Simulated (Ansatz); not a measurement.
The relaxed structure here is a generated cell of CdSe: the first start was made by placing the elements on the sites of a structure type, and the end was not matched to a known phase here, so it may be hypothetical. Known forms of CdSe include space group No. 186, 216.

A relaxed structure of CdSe. Space group P6₃/mmc (No. 194), NiAs type. All values below come from r2SCAN (plane waves to 500 eV, PAW, scalar-relativistic; Ansatz, a first-principles code).

```cif
data_Cd2Se2
_chemical_formula_sum 'Cd2 Se2'
_space_group_name_H-M_alt 'P63/mmc'
_space_group_IT_number 194
_space_group_name_Hall '-P 6c 2c'
_cell_length_a 4.01789
_cell_length_b 4.01789
_cell_length_c 6.66314
_cell_angle_alpha 90.000
_cell_angle_beta 90.000
_cell_angle_gamma 120.000
loop_
_atom_site_label
_atom_site_type_symbol
_atom_site_symmetry_multiplicity
_atom_site_Wyckoff_symbol
_atom_site_fract_x
_atom_site_fract_y
_atom_site_fract_z
_atom_site_occupancy
Cd1 Cd 2 a 0.00000 0.00000 0.00000 1
Se1 Se 2 d 0.66667 0.33333 0.25000 1
```

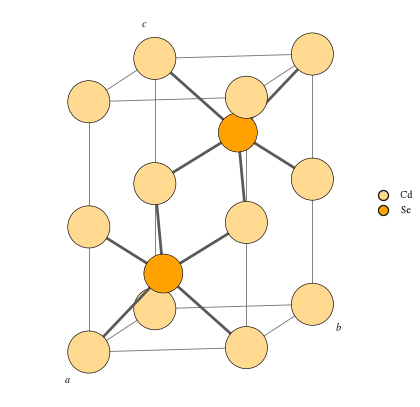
Figure: The conventional cell of the relaxed structure

* **Volume per atom**: 23.29 Å³
* **Band gap**: 0.54 eV, direct within 0.03 eV (at Γ) (no spin-orbit coupling)
* **Smallest direct gap**: 0.57 eV at Γ
* **Shortest distances**: Cd–Se 2.86 Å; Cd–Cd 3.33 Å
* **k-mesh**: 10×10×5

Band energies at high-symmetry points (eV from the VBM; labels of this space group; no spin-orbit coupling), from −5 eV up to 5.5 eV:

```json
[
 {"point": "Γ", "energies": "-0.75 -0.69 -0.69 -0.03 -0.03 0.54 3.44"},
 {"point": "M", "energies": "-4.72 -3.75 -3.09 -2.11 -1.65 -0.06 2.45 3.62 3.83"},
 {"point": "K", "energies": "-4.99 -3.01 -2.38 -2.38 -2.01 -2.01 0.71"},
 {"point": "A", "energies": "-3.58 -3.58 -0.34 -0.34 -0.34 -0.34 3.07 3.07"},
 {"point": "L", "energies": "-4.77 -4.77 -1.38 -1.38 -1.22 -1.22 2.03 2.03"},
 {"point": "H", "energies": "-4.32 -4.32 -3.45 -3.45 -0.36 -0.36 3.50 3.50 4.43 4.43"}
]
```

No spin polarisation in the result.

The run could not lose the symmetry of its start, so the end can be a saddle point.

All atoms sit on sites fixed by symmetry, so only the cell could relax.
